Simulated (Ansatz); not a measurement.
Reaction (SMILES): P (PH3) → [PH2-] + H+
B3LYP-D3(BJ)/def2-TZVP geometries, fixed; electronic energies without zero-point terms.
Largest species:
```xyz
4

P      0.0029     0.0016     0.1282
H     -0.0038     1.1839    -0.6561
H      1.0120    -0.6137    -0.6568
H     -1.0521    -0.5944    -0.6098
```
Charge 0, spin multiplicity 1.

Basis-set convergence of the deprotonation energy at PBE0 with Ansatz (an electronic-structure program). Cartesian d functions, on some or all atoms, in 6-31G*; all else is spherical. The program fits the integrals of some runs and decomposes those of others, by size. No added dispersion term, no relativity. Functions are those of the species that has most. Reference: the value in aug-pcseg-3, 372.41 kcal/mol, itself unsure by roughly 1.39 kcal/mol (its mean distance from aug-cc-pV(Q+d)Z, def2-QZVPPD). Deviations are taken from unrounded values.

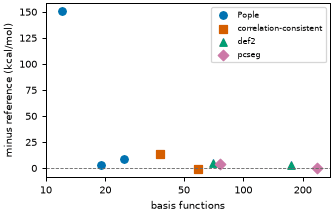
Deviation from the reference against the number of basis functions, by family of sets.

| basis | functions | deprotonation energy (kcal/mol) | minus reference (kcal/mol) |
|---|---|---|---|
| STO-3G | 12 | 523.12 | 150.71 |
| 3-21G | 19 | 375.23 | 2.82 |
| 6-31G* | 25 | 381.58 | 9.17 |
| cc-pV(D+d)Z | 38 | 386.10 | 13.69 |
| aug-cc-pV(D+d)Z | 59 | 371.32 | -1.09 |
| def2-TZVPD | 70 | 376.84 | 4.43 |
| pcseg-2 | 76 | 376.70 | 4.28 |
| def2-QZVPPD | 175 | 375.10 | 2.69 |
| aug-pcseg-3 | 236 | 372.41 | 0.00 |
